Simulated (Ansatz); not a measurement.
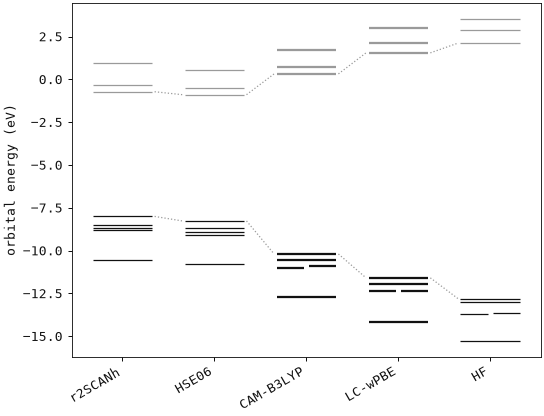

Frontier orbital energies of GaH₃O₂, SMILES [OH][GaH][OH], singlet at one geometry, def2-TZVPP, the Ansatz code 0.2.0, at a PBE0-D4/def2-TZVP geometry (a minimum by its frequencies). Empty levels are grey, levels within 0.1 eV stand side by side; all columns show the same few orbitals around the gap. Dotted lines join the HOMOs and the LUMOs.

**Compare the HOMO-LUMO separations.**

The separation grows from 7.28 eV (r2SCANh) to 14.92 eV (HF).

| level | HOMO (eV) | LUMO (eV) | separation (eV) |
| --- | --- | --- | --- |
| r2SCANh | −8.00 | −0.72 | 7.28 |
| HSE06 | −8.27 | −0.89 | 7.37 |
| CAM-B3LYP | −10.20 | 0.32 | 10.52 |
| LC-wPBE | −11.59 | 1.55 | 13.14 |
| HF | −12.80 | 2.11 | 14.92 |

Limits of at least one run: empty levels above zero depend strongly on the basis; no scalar relativity up to krypton.
